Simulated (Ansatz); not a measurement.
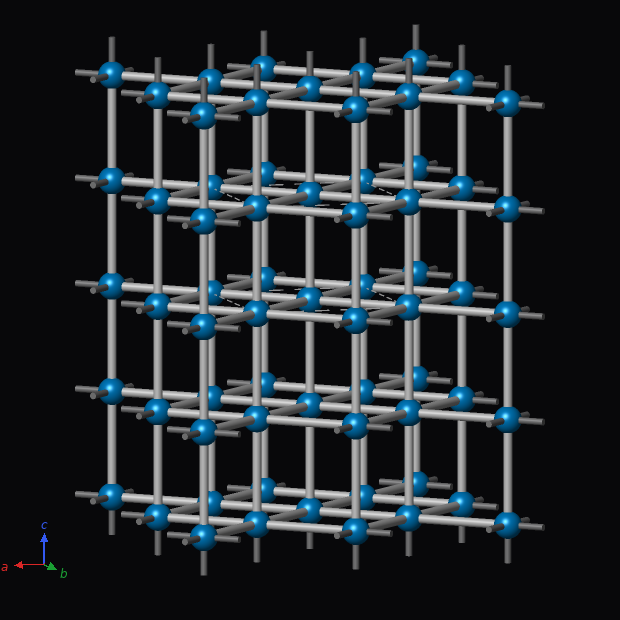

A cut-out of a periodic net derived from a crystal structure. Nodes are coloured by topological kind. Short stubs are edges that leave the cut-out.

### Describe the net.

A uninodal 6-connected, three-periodic net. It is the pcu net, known from NaCl, ReO3 and the B-X framework of perovskite.

### Give point symbol and coordination sequence.

4^12.6^3, sequence 6, 18, 38, 66.

Where the net comes from. System MgW (space group P4/mmm, No. 123); source of the atomic positions: coordinates from a relaxation with DFT PBE, scalar-relativistic, plane waves, PAW (Ansatz 0.2.0); the starting structure was generated, so it need not be a known form of this composition. Bonds are taken as Mg–Mg below 2.9 Å, Mg–W below 3.1 Å and W–W below 2.9 Å; no other contact counts. Simplification: prune 0- and 1-connected atoms, fold 2-connected ones into links. Mg and W are 6-connected nodes.
